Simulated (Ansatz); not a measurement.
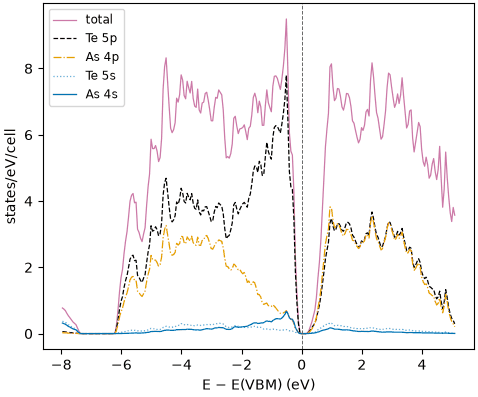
Figure. Total and projected density of states of Te$_{3}$As$_{2}$ in space group C2/m (No. 12; Pearson symbol mS20), DFT-LDA in the program Ansatz with PAW potentials

Q: Which orbitals carry the states next to the gap?

A: Top 1 eV of the valence band: Te 5p 81 %, As 4p 8 %, As 4s 7 %. Bottom 1 eV of the conduction band: As 4p 47 %, Te 5p 42 %. Projections are on Löwdin-orthogonalised atomic valence shells; empty p or d shells of many metals are not among them.

Q: Where is the tallest occupied peak in this window, and what makes it?

A: Near -0.5 eV, about 9.5 states/eV per cell; the largest projected share is Te 5p.

The first step of the workflow began from a Materials Project structure, measured or hypothetical; the Crystallography Open Database files this formula in space group No. 12, but the cells were not matched. Whether it is the stable phase at ambient conditions was not checked. The LDA relaxation kept the symmetry of its start; whether a distortion lowers the energy is not shown. A crystal of weakly bound chains computed without a dispersion correction: the cell and the soft elastic constants depend strongly on that. Scalar-relativistic: spin–orbit coupling is off unless named, which matters more the heavier the elements.

Potentials: the later of the program's two PAW sets.
